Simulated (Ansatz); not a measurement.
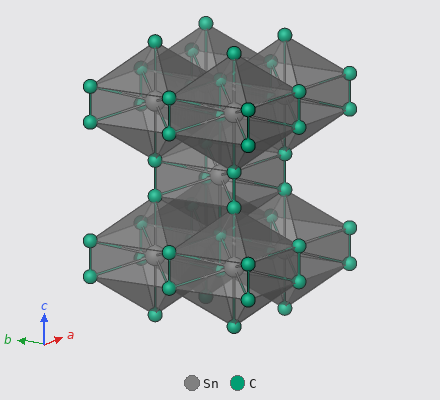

The structure; the drawing may span several cells.

Structure (in its standard cell), the end point of a relaxation (final pressure about 42 GPa) with DFT PBEsol, scalar-relativistic, plane waves, PAW (Ansatz); the starting structure was generated, so it need not be a known form of this composition:

```cif
data_structure
_symmetry_space_group_name_H-M 'I4/mmm'
_symmetry_Int_Tables_number 139
_cell_length_a 3.3619
_cell_length_b 3.3619
_cell_length_c 5.6857
_cell_angle_alpha 90.000
_cell_angle_beta 90.000
_cell_angle_gamma 90.000
_cell_volume 64.26
loop_
_atom_site_label
_atom_site_type_symbol
_atom_site_symmetry_multiplicity
_atom_site_Wyckoff_symbol
_atom_site_fract_x
_atom_site_fract_y
_atom_site_fract_z
_atom_site_occupancy
Sn1 Sn 2 a 0.00000 0.00000 0.00000 1
C1 C 4 e 0.50000 0.50000 0.11602 1
```

Predict the [100] zone-axis pattern (100 kV, kinematic, B = 1 Å²).

The spots form a centred rectangular net (close to hexagonal) with both shortest vectors at d = 2.89 Å, 61.2° apart. They are 0 1 -1 and 0 1 1. The pattern has symmetry 2mm. The lattice centring (I) removes all reflections that break h + k + l = 2n.

Strongest reflections with d > 0.89 Å, one of each family (|F|² from tabulated Gaussian fits of the electron scattering factors, times a small damping for the curvature of the Ewald sphere):

| hkl | d (Å) | I (strongest = 100) |
| --- | --- | --- |
| 0 0 2 | 2.843 | 100 |
| 0 2 0 | 1.681 | 69 |
| 0 1 3 | 1.651 | 50 |
| 0 1 1 | 2.894 | 36 |
| 0 2 2 | 1.447 | 25 |
| 0 1 5 | 1.077 | 17 |

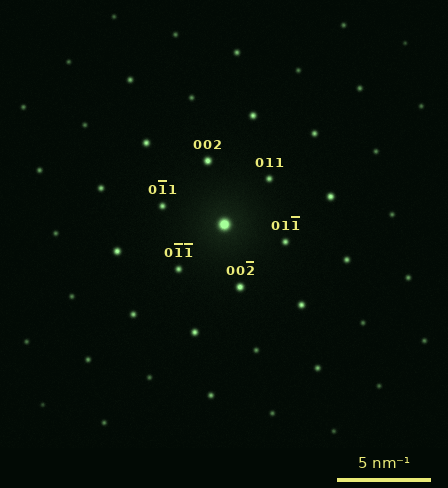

Calculated pattern, seen from the source side with [100] pointing towards the source.
